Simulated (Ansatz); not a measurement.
## Single-point calculation, with input and output: CH5NSi

The run: single-point calculation of CH5NSi, SMILES N=C[SiH3]. Method and program: RHF-CCSD(T), frozen core/def2-TZVPP (Ansatz 0.2.0).

The geometry: a frame of the PBE0-D4/def2-SVP trajectory. Figures and captions count atoms from 1; the log counts them from 0 in places.

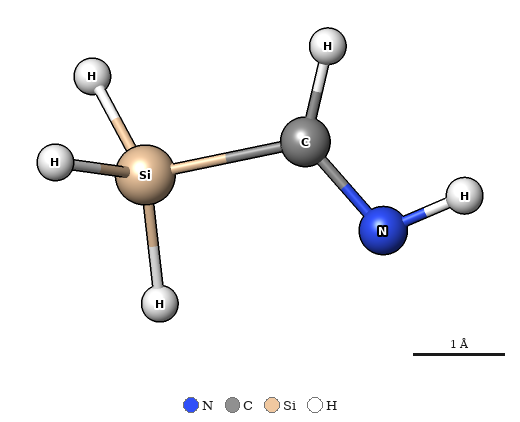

Fig. 1: The structure as given in the input (ball-and-stick view, seen at a tilt). Bond lengths as drawn: C–H 1.10 Å, C–N 1.30 Å, C–Si 1.91 Å, H–N 1.01 Å and H–Si 1.50 to 1.52 Å.

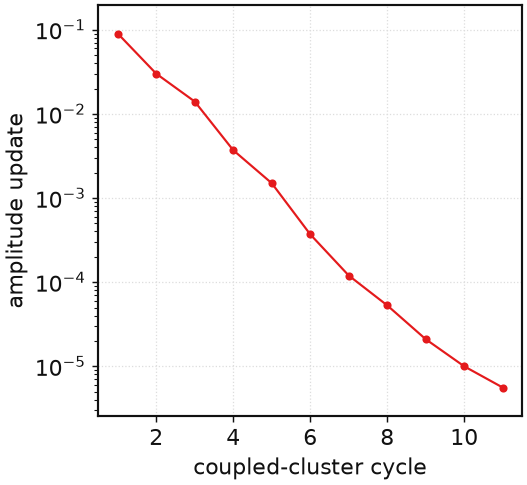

Fig. 2: Convergence of the coupled-cluster equations: amplitude update against the coupled-cluster cycle. The residual falls at every step.

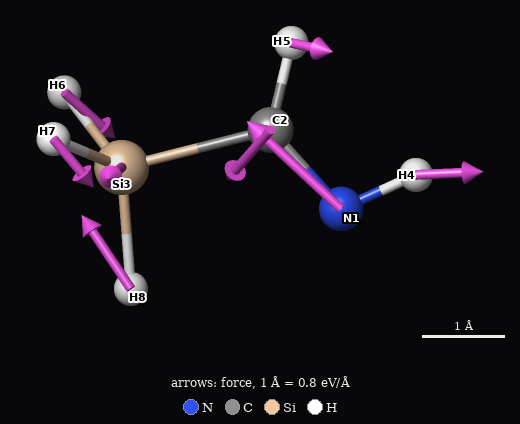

Fig. 3: Forces on the atoms as pink arrows (ball-and-stick view, seen on its broad side; atoms are numbered from 1 in the order of the input). The largest act on N1 (1.27 eV/Å); C2 (1.06 eV/Å); Si3 (1.05 eV/Å); H8 (0.88 eV/Å), among others. The geometry is not a stationary point of this energy.

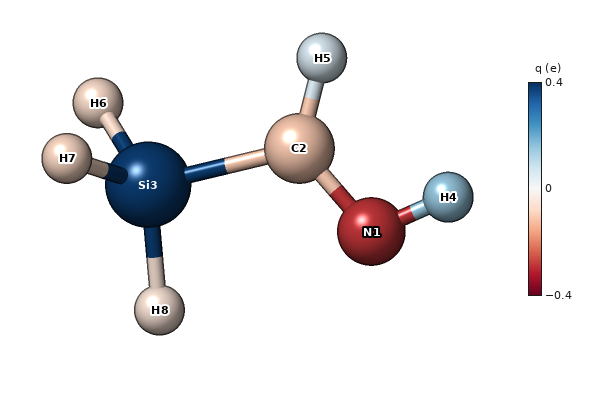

Fig. 4: Mulliken charges, as the colour of each atom (ball-and-stick view, seen at a tilt; atoms are numbered from 1 in the order of the input). By element: N −0.29, C −0.10, Si +0.38 and H −0.08 to +0.15 e.

The input and output of the run follow.

Input file:
```yaml
crystal:
  periodic: [false, false, false]
  atoms:
    - {symbol: N, position_ang: [-1.401393, -0.087433, -0.988827]}
    - {symbol: C, position_ang: [-0.343897, 0.504117, -0.515548]}
    - {symbol: Si, position_ang: [0.706632, -0.446753, 0.772505]}
    - {symbol: H, position_ang: [-1.892099, 0.583106, -1.563799]}
    - {symbol: H, position_ang: [-0.095640, 1.562039, -0.668959]}
    - {symbol: H, position_ang: [1.205770, 0.394096, 1.909370]}
    - {symbol: H, position_ang: [2.069362, -0.746264, 0.175388]}
    - {symbol: H, position_ang: [-0.152079, -1.674817, 1.010795]}
basis:
  gaussian: {orbitals: def2-TZVPP}
correlation: {method: ccsd_t}
output: {forces: true}
```

Launched with:
```bash
ansatz run in.yaml --threads 2 --pin off --events-out ev --progress --plain --max-ram 3481MiB
```

Output:
```
Functional definition: HF
  name "HF"
  cite "Fock, Z. Phys. 61, 126 (1930) doi:10.1007/BF01340294"
  parent pbe
  exchange = exact_x
  correlation = 0
1009 factors; integrals over basis functions are off by at most 8.7e-4 eV
mean field evaluation 1: about -10451.0384 eV, gradient 2.9e1 eV
mean field evaluation 2: about -10451.0434 eV, gradient 2.9e1 eV
mean field evaluation 4: about -10453.5140 eV, gradient 3.8e0 eV
mean field evaluation 8: about -10453.5806 eV, gradient 1.7e-1 eV
mean field evaluation 16: about -10453.5701 eV, gradient 1.3e0 eV
mean field -10453.58084979 eV, -384.1620105383 hartree, gradient 3.9e-6 eV, S^2 0.000000; 0 other end points of the search recorded, 0 dependent functions left out; unrestricted orbitals would lower it
7 core orbitals not correlated: weight in the atoms' cores, before any rotation towards them, 1.000 or more for the frozen orbitals, at most 0.000 for the correlated occupied ones
reference -10453.58084979 eV, -384.1620105383 hartree; 9, 9 occupied and 158, 158 virtual orbitals, 1009 factors
second order -13.46007360 eV of doubles, -0.00000000 eV of singles
cycle   1  -13.90386766 eV  change   -4.4e-1 eV  update   9.0e-2
cycle   2  -14.35463583 eV  change   -4.5e-1 eV  update   3.0e-2
cycle   3  -14.44159864 eV  change   -8.7e-2 eV  update   1.4e-2
cycle   4  -14.43632432 eV  change    5.3e-3 eV  update   3.7e-3
cycle   5  -14.43776748 eV  change   -1.4e-3 eV  update   1.5e-3
cycle   6  -14.43782182 eV  change   -5.4e-5 eV  update   3.7e-4
cycle   7  -14.43771314 eV  change    1.1e-4 eV  update   1.2e-4
cycle   8  -14.43773663 eV  change   -2.3e-5 eV  update   5.3e-5
cycle   9  -14.43773415 eV  change    2.5e-6 eV  update   2.1e-5
cycle  10  -14.43772007 eV  change    1.4e-5 eV  update   1.0e-5
cycle  11  -14.43772292 eV  change   -2.9e-6 eV  update   5.6e-6
perturbative correction -0.62035032 eV, -0.0227974539 hartree
the calculation of the forces begins
Total energy: -10468.63892303 eV, -384.7153845231 hartree
Atom 0 at    -1.401393    -0.087433    -0.988827 Å, force     1.080418     0.463925     0.472718 eV/Å
Atom 1 at    -0.343897     0.504117    -0.515548 Å, force    -0.271280    -0.362499     0.955381 eV/Å
Atom 2 at     0.706632    -0.446753     0.772505 Å, force     0.535874    -0.425894    -0.800813 eV/Å
Atom 3 at    -1.892099     0.583106    -1.563799 Å, force    -0.418316     0.210173    -0.500914 eV/Å
Atom 4 at    -0.095640     1.562039    -0.668959 Å, force    -0.217247    -0.018966    -0.463540 eV/Å
Atom 5 at     1.205770     0.394096     1.909370 Å, force    -0.737899    -0.145461     0.034821 eV/Å
Atom 6 at     2.069362    -0.746264     0.175388 Å, force    -0.613520    -0.234965    -0.006249 eV/Å
Atom 7 at    -0.152079    -1.674817     1.010795 Å, force     0.641969     0.513687     0.308595 eV/Å
Dipole moment:     0.071254     0.369249     0.003107 e Å
```

Key numbers:

- outcome: converged
- total energy: −10468.6389 eV
- mean-field energy: −10453.5808 eV
- CCSD correlation: −14.4377 eV
- (T) correction: −0.6204 eV
- T1 diagnostic: 0.013
- SCF solution under orbital rotations: stable within restricted orbitals
- largest force (length of the vector): 1.267 eV/Å
- dipole moment: 1.81 D
- hardware: 2 threads of Intel Xeon @ 2.50GHz, 180 GiB of memory available, shared host
- wall time: 4.7 min (CPU time 8.6 min)
- peak memory: 2.8 GiB
